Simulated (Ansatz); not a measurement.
**Nudged elastic band of BSiNH4O**

The run: nudged elastic band of BSiNH4O. Method and program: RKS PBE0-D4/6-31G (Ansatz 0.2.0).

One setting was made poor on purpose. It belongs to a series of runs on one base structure; here: band between the two ends. Figures and captions count atoms from 1; the log counts them from 0 in places.

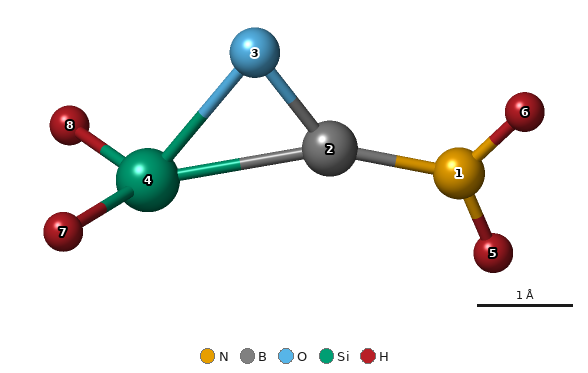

Figure 1. The structure as given in the input (ball-and-stick view, seen at a tilt; atoms are numbered from 1 in the order of the input). Bond lengths as drawn: B–N 1.39 Å, B–O 1.37 Å, B–Si 1.96 Å, H–N 1.01 Å, H–Si 1.50 Å and O–Si 1.89 Å.

The input
```yaml
crystal:
  periodic: [false, false, false]
  atoms:
    - { symbol: "N", position_ang: [-0.566399, 1.593962, -0.435739] }
    - { symbol: B, position_ang: [-0.076633, 0.392402, 0.054099] }
    - { symbol: O, position_ang: [0.438157, -0.064495, 1.242754] }
    - { symbol: Si, position_ang: [0.423944, -1.500019, 0.006909] }
    - { symbol: H, position_ang: [-0.904726, 1.696353, -1.377155] }
    - { symbol: H, position_ang: [-0.605495, 2.425779, 0.134711] }
    - { symbol: H, position_ang: [1.825032, -1.992202, -0.211641] }
    - { symbol: H, position_ang: [-0.44178, -2.608881, 0.530361] }
basis:
  gaussian: { orbitals: "6-31G" }
hamiltonian:
  xc: pbe0
  dispersion: d4
neb:
  order_check: false
  images: 5
  f_tol: 0.05
  max_iterations: 60
  initial_path: idpp
  max_displacement: 0.02
  optimiser: fire
  final_atoms:
    - { symbol: "N", position_ang: [-0.56650231, 1.59359441, -0.43546514] }
    - { symbol: B, position_ang: [-0.07555483, 0.39250059, 0.05482349] }
    - { symbol: O, position_ang: [0.4382403, -0.06443798, 1.24442044] }
    - { symbol: Si, position_ang: [0.42467981, -1.49975506, 0.00728477] }
    - { symbol: H, position_ang: [-0.60819613, 2.42637878, 0.13341999] }
    - { symbol: H, position_ang: [-0.90313285, 1.69467634, -1.37773896] }
    - { symbol: H, position_ang: [1.82550263, -1.99213386, -0.21132423] }
    - { symbol: H, position_ang: [-0.44293662, -2.60792422, 0.52887864] }
```

Run on 1 thread of Arm Neoverse N1, 24 GiB of memory available, shared host.

Run as:
```bash
ansatz run input.yaml --threads 1 --pin off --max-ram 2048MiB --backend cpu --events-out ev --progress --plain --runs-dir out
```

Log
```
Engine: ansatz 0.2.0, aarch64-unknown-linux-gnu
Functional definition: PBE0
  parameter a = 0.25
  parameter kappa = 0.804
  parameter beta = 0.06672455060314922
  exchange = (1 - a)*pbe_x(kappa = kappa, mu = beta*pi^2/3) + a*exact_x
  correlation = pbe_c(beta = beta)
646 factors; integrals over basis functions are off by at most 1.8e-4 eV
mean field evaluation 1: about -12139.1542 eV, gradient 6.1e1 eV
mean field evaluation 2: about -12113.7920 eV, gradient 1.2e2 eV
mean field evaluation 4: about -12146.4203 eV, gradient 7.4e0 eV
mean field evaluation 8: about -12146.5827 eV, gradient 5.6e-2 eV
mean field -12146.58268951 eV, -446.3786805900 hartree, gradient 6.5e-5 eV, S^2 0.000000; 0 other end points of the search recorded, 0 dependent functions left out
the calculation of the forces begins
reference -12146.58271371 eV, -446.3786814794 hartree; 19, 19 occupied and 29, 29 virtual orbitals, 646 factors
646 factors; integrals over basis functions are off by at most 1.8e-4 eV
mean field evaluation 16: about -12139.1521 eV, gradient 6.1e1 eV
mean field -12146.58269117 eV, -446.3786806510 hartree, gradient 6.5e-5 eV, S^2 0.000000; 0 other end points of the search recorded, 0 dependent functions left out
[... from here on the field's lines of each further geometry are left out, up to the last ...]
NEB iter   1: max|band force component| = 1.122e0 eV/Å  barrier→ = 0.7709 eV  barrier← = 0.7709 eV  Δτ_max = 0.0178 Å  (172 SCF iters)
NEB iter   2: max|band force component| = 8.744e-1 eV/Å  barrier→ = 0.7502 eV  barrier← = 0.7502 eV  Δτ_max = 0.0033 Å  (155 SCF iters)
NEB iter   3: max|band force component| = 6.106e-1 eV/Å  barrier→ = 0.7437 eV  barrier← = 0.7437 eV  Δτ_max = 0.0054 Å  (119 SCF iters)
NEB iter   4: max|band force component| = 3.392e-1 eV/Å  barrier→ = 0.7374 eV  barrier← = 0.7374 eV  CI = image 3  Δτ_max = 0.0065 Å  (121 SCF iters)
NEB iter   5: max|band force component| = 6.261e-1 eV/Å  barrier→ = 0.7338 eV  barrier← = 0.7338 eV  CI = image 3  Δτ_max = 0.0072 Å  (122 SCF iters)
NEB iter   6: max|band force component| = 6.724e-1 eV/Å  barrier→ = 0.7281 eV  barrier← = 0.7281 eV  CI = image 3  Δτ_max = 0.0083 Å  (122 SCF iters)
NEB iter   7: max|band force component| = 4.015e-1 eV/Å  barrier→ = 0.7194 eV  barrier← = 0.7194 eV  CI = image 3  Δτ_max = 0.0093 Å  (129 SCF iters)
NEB iter   8: max|band force component| = 2.512e-1 eV/Å  barrier→ = 0.7125 eV  barrier← = 0.7126 eV  CI = image 3  Δτ_max = 0.0102 Å  (143 SCF iters)
NEB iter   9: max|band force component| = 4.281e-1 eV/Å  barrier→ = 0.7077 eV  barrier← = 0.7077 eV  CI = image 3  Δτ_max = 0.0108 Å  (137 SCF iters)
NEB iter  10: max|band force component| = 2.856e-1 eV/Å  barrier→ = 0.7000 eV  barrier← = 0.7000 eV  CI = image 3  Δτ_max = 0.0119 Å  (135 SCF iters)
NEB iter  11: max|band force component| = 2.542e-1 eV/Å  barrier→ = 0.6935 eV  barrier← = 0.6935 eV  CI = image 3  Δτ_max = 0.0125 Å  (150 SCF iters)
NEB iter  12: max|band force component| = 4.106e-1 eV/Å  barrier→ = 0.6889 eV  barrier← = 0.6889 eV  CI = image 3  Δτ_max = 0.0032 Å  (134 SCF iters)
NEB iter  13: max|band force component| = 1.612e-1 eV/Å  barrier→ = 0.6863 eV  barrier← = 0.6863 eV  CI = image 3  Δτ_max = 0.0039 Å  (119 SCF iters)
NEB iter  14: max|band force component| = 2.869e-1 eV/Å  barrier→ = 0.6859 eV  barrier← = 0.6859 eV  CI = image 3  Δτ_max = 0.0007 Å  (120 SCF iters)
NEB iter  15: max|band force component| = 2.359e-1 eV/Å  barrier→ = 0.6852 eV  barrier← = 0.6852 eV  CI = image 3  Δτ_max = 0.0013 Å  (108 SCF iters)
NEB iter  16: max|band force component| = 1.566e-1 eV/Å  barrier→ = 0.6843 eV  barrier← = 0.6843 eV  CI = image 3  Δτ_max = 0.0016 Å  (110 SCF iters)
NEB iter  17: max|band force component| = 1.205e-1 eV/Å  barrier→ = 0.6837 eV  barrier← = 0.6837 eV  CI = image 3  Δτ_max = 0.0016 Å  (113 SCF iters)
NEB iter  18: max|band force component| = 2.236e-1 eV/Å  barrier→ = 0.6835 eV  barrier← = 0.6835 eV  CI = image 3  Δτ_max = 0.0004 Å  (112 SCF iters)
NEB iter  19: max|band force component| = 1.867e-1 eV/Å  barrier→ = 0.6832 eV  barrier← = 0.6832 eV  CI = image 3  Δτ_max = 0.0008 Å  (97 SCF iters)
NEB iter  20: max|band force component| = 1.224e-1 eV/Å  barrier→ = 0.6828 eV  barrier← = 0.6828 eV  CI = image 3  Δτ_max = 0.0010 Å  (112 SCF iters)
NEB iter  21: max|band force component| = 1.021e-1 eV/Å  barrier→ = 0.6825 eV  barrier← = 0.6825 eV  CI = image 3  Δτ_max = 0.0012 Å  (110 SCF iters)
NEB iter  22: max|band force component| = 1.286e-1 eV/Å  barrier→ = 0.6821 eV  barrier← = 0.6821 eV  CI = image 3  Δτ_max = 0.0012 Å  (109 SCF iters)
NEB iter  23: max|band force component| = 1.367e-1 eV/Å  barrier→ = 0.6817 eV  barrier← = 0.6817 eV  CI = image 3  Δτ_max = 0.0014 Å  (102 SCF iters)
NEB iter  24: max|band force component| = 1.235e-1 eV/Å  barrier→ = 0.6811 eV  barrier← = 0.6811 eV  CI = image 3  Δτ_max = 0.0017 Å  (101 SCF iters)
NEB iter  25: max|band force component| = 8.802e-2 eV/Å  barrier→ = 0.6803 eV  barrier← = 0.6803 eV  CI = image 3  Δτ_max = 0.0021 Å  (108 SCF iters)
NEB iter  26: max|band force component| = 9.275e-2 eV/Å  barrier→ = 0.6796 eV  barrier← = 0.6796 eV  CI = image 3  Δτ_max = 0.0024 Å  (113 SCF iters)
NEB iter  27: max|band force component| = 1.404e-1 eV/Å  barrier→ = 0.6788 eV  barrier← = 0.6788 eV  CI = image 3  Δτ_max = 0.0029 Å  (115 SCF iters)
NEB iter  28: max|band force component| = 1.128e-1 eV/Å  barrier→ = 0.6779 eV  barrier← = 0.6779 eV  CI = image 3  Δτ_max = 0.0036 Å  (114 SCF iters)
NEB iter  29: max|band force component| = 7.918e-2 eV/Å  barrier→ = 0.6769 eV  barrier← = 0.6769 eV  CI = image 3  Δτ_max = 0.0041 Å  (117 SCF iters)
NEB iter  30: max|band force component| = 1.260e-1 eV/Å  barrier→ = 0.6760 eV  barrier← = 0.6760 eV  CI = image 3  Δτ_max = 0.0045 Å  (115 SCF iters)
NEB iter  31: max|band force component| = 5.435e-2 eV/Å  barrier→ = 0.6751 eV  barrier← = 0.6751 eV  CI = image 3  Δτ_max = 0.0052 Å  (115 SCF iters)
NEB iter  32: max|band force component| = 9.486e-2 eV/Å  barrier→ = 0.6744 eV  barrier← = 0.6744 eV  CI = image 3  Δτ_max = 0.0058 Å  (121 SCF iters)
the calculation of the forces begins
reference -12146.44522356 eV, -446.3736288097 hartree; 19, 19 occupied and 29, 29 virtual orbitals, 646 factors
646 factors; integrals over basis functions are off by at most 1.8e-4 eV
mean field -12145.90929411 eV, -446.3539337654 hartree, gradient 1.6e-5 eV, S^2 0.000000; 1 other end points of the search recorded, 0 dependent functions left out
the calculation of the forces begins
reference -12145.90931797 eV, -446.3539346425 hartree; 19, 19 occupied and 29, 29 virtual orbitals, 646 factors
NEB iter  33: max|band force component| = 3.887e-2 eV/Å  barrier→ = 0.6738 eV  barrier← = 0.6738 eV  CI = image 3  Δτ_max = 0.0000 Å  (252 SCF iters)
```

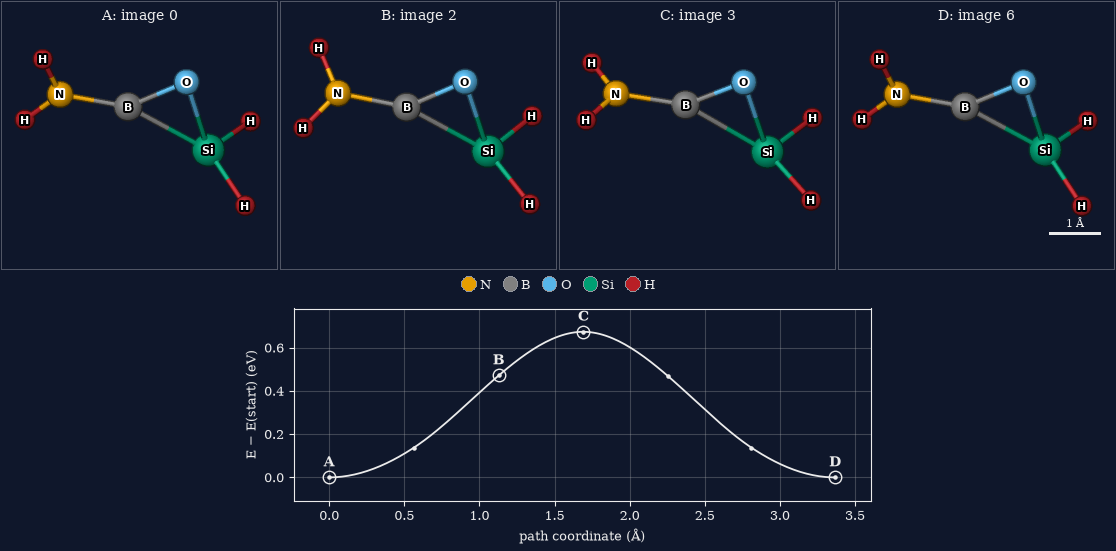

Figure 2. Images of the last band (counted from 0; ball-and-stick, seen at a tilt) above the energy along the path; the line is a cubic interpolation that uses the forces. The highest image is number 3, 0.674 eV above the start and 0.674 eV above the end (the climbing image); start and end have the same energy. The path is 3.37 Å long. The band converged in 33 iterations.

```
Total energy: -12146.02147161 eV, -446.3580562126 hartree
Atom 0 at    -0.611616     1.630814    -0.438418 Å, force     0.008743     0.003388    -0.011762 eV/Å
Atom 1 at    -0.180780     0.406099     0.104661 Å, force     0.009077     0.023397     0.020550 eV/Å
Atom 2 at     0.018249    -0.200952     1.277114 Å, force     0.002262     0.007995     0.010114 eV/Å
Atom 3 at     0.580327    -1.490965    -0.068859 Å, force     0.010219    -0.015154    -0.015725 eV/Å
Atom 4 at    -1.558795     1.790042    -0.739602 Å, force    -0.007749    -0.008149     0.002190 eV/Å
Atom 5 at     0.041148     2.360568    -0.674738 Å, force    -0.017990     0.012754    -0.007150 eV/Å
Atom 6 at     2.017006    -1.812281     0.263026 Å, force     0.013493    -0.014573     0.011782 eV/Å
Atom 7 at    -0.213440    -2.740426     0.221115 Å, force    -0.018055    -0.009659    -0.010000 eV/Å
Dipole moment:    -0.106708     0.329915    -0.499604 e Å
this run last wrote the band of iteration 33 to [file]
```

The last band as extended XYZ (Å, eV, eV/Å)
```
8
Properties=species:S:1:pos:R:3:forces:R:3 image=0 energy=-12146.69526
N    -0.5664    1.5940   -0.4357    0.0037   0.0003   0.0063
B    -0.0766    0.3924    0.0541   -0.0032  -0.0057  -0.0087
O     0.4382   -0.0645    1.2428    0.0040  -0.0017   0.0094
Si    0.4239   -1.5000    0.0069    0.0017  -0.0064   0.0015
H    -0.9047    1.6964   -1.3772   -0.0004   0.0010  -0.0039
H    -0.6055    2.4258    0.1347   -0.0036   0.0069  -0.0021
H     1.8250   -1.9922   -0.2116   -0.0026   0.0031  -0.0016
H    -0.4418   -2.6089    0.5304    0.0005   0.0026  -0.0009
8
Properties=species:S:1:pos:R:3:forces:R:3 image=1 energy=-12146.55728
N    -0.5832    1.5965   -0.4459    0.0252  -0.0028  -0.0076
B    -0.1565    0.3746    0.0649   -0.0002  -0.0126  -0.0048
O     0.3395   -0.0860    1.2532    0.1074   0.0404  -0.0117
Si    0.4444   -1.5053   -0.0053   -0.0339   0.0046   0.0421
H    -1.1917    1.6819   -1.2409    0.1865  -0.0589  -0.2066
H    -0.2865    2.4715   -0.0420   -0.2139   0.0234   0.2290
H     1.8959   -1.8945   -0.0500   -0.0337  -0.0213  -0.1448
H    -0.3699   -2.6959    0.4103   -0.0376   0.0272   0.1043
8
Properties=species:S:1:pos:R:3:forces:R:3 image=2 energy=-12146.22322
N    -0.6024    1.6132   -0.4425    0.0090  -0.0154  -0.0228
B    -0.1948    0.3821    0.0882   -0.0322  -0.0212   0.0004
O     0.1988   -0.1363    1.2702    0.1981   0.0813   0.0005
Si    0.4970   -1.5067   -0.0463   -0.0703  -0.0163   0.0315
H    -1.4215    1.7197   -1.0145    0.1292  -0.1141  -0.3245
H    -0.0577    2.4524   -0.3263   -0.1470   0.1058   0.3518
H     1.9595   -1.8409    0.1127   -0.0315  -0.0140  -0.1497
H    -0.2868   -2.7408    0.3028   -0.0552  -0.0061   0.1129
8
Properties=species:S:1:pos:R:3:forces:R:3 image=3 energy=-12146.02145
N    -0.6116    1.6308   -0.4384    0.0087   0.0034  -0.0118
B    -0.1808    0.4061    0.1047    0.0091   0.0234   0.0205
O     0.0182   -0.2010    1.2771    0.0023   0.0080   0.0101
Si    0.5803   -1.4910   -0.0689    0.0102  -0.0152  -0.0157
H    -1.5588    1.7900   -0.7396   -0.0077  -0.0081   0.0022
H     0.0411    2.3606   -0.6747   -0.0180   0.0128  -0.0072
H     2.0170   -1.8123    0.2630    0.0135  -0.0146   0.0118
H    -0.2134   -2.7404    0.2211   -0.0181  -0.0097  -0.0100
8
Properties=species:S:1:pos:R:3:forces:R:3 image=4 energy=-12146.22458
N    -0.6093    1.6008   -0.4740    0.0209  -0.0290  -0.0447
B    -0.1516    0.4025    0.0893    0.0692   0.0211   0.0014
O    -0.1491   -0.2472    1.2716   -0.1928  -0.0672  -0.0108
Si    0.6552   -1.4408   -0.0089    0.0689   0.0349   0.0300
H    -1.5702    1.8991   -0.4393    0.0122   0.1480   0.3684
H    -0.0026    2.1964   -1.0101   -0.0342  -0.1385  -0.3358
H     2.0697   -1.7596    0.3883    0.0336   0.0126   0.1458
H    -0.1499   -2.7083    0.1274    0.0222   0.0180  -0.1543
8
Properties=species:S:1:pos:R:3:forces:R:3 image=5 energy=-12146.55765
N    -0.6176    1.5625   -0.5045   -0.0011  -0.0347  -0.0374
B    -0.1581    0.3807    0.0675    0.0325  -0.0004  -0.0129
O    -0.2616   -0.2758    1.2616   -0.1017  -0.0363  -0.0214
Si    0.7006   -1.3957    0.0586    0.0266   0.0232   0.0366
H    -1.4425    2.0443   -0.1827    0.1325   0.1404   0.2546
H    -0.1556    1.9885   -1.2889   -0.1234  -0.1308  -0.2143
H     2.0984   -1.6777    0.5277   -0.0027   0.0320   0.1321
H    -0.0715   -2.6839    0.0049    0.0372   0.0066  -0.1374
8
Properties=species:S:1:pos:R:3:forces:R:3 image=6 energy=-12146.69526
N    -0.5676    1.5931   -0.4360    0.0039  -0.0018  -0.0029
B    -0.0758    0.3925    0.0547   -0.0029   0.0014   0.0073
O     0.4384   -0.0637    1.2444   -0.0015  -0.0039  -0.0113
Si    0.4256   -1.4995    0.0078   -0.0008   0.0017   0.0061
H    -0.6097    2.4260    0.1326   -0.0001   0.0010   0.0029
H    -0.9043    1.6936   -1.3783   -0.0002  -0.0001  -0.0014
H     1.8268   -1.9910   -0.2108   -0.0006   0.0011  -0.0003
H    -0.4412   -2.6080    0.5298    0.0022   0.0005  -0.0004
```

Results in brief

```json
{"quantity": "outcome", "value": "converged"}
{"quantity": "barrier, forward", "value": "0.674 eV"}
{"quantity": "barrier, backward", "value": "0.674 eV"}
{"quantity": "wall time", "value": "8.3 min"}
{"quantity": "peak memory", "value": "0.11 GiB"}
```

Notes

A deliberately poor setting: step length. The order of the saddle point was not checked.
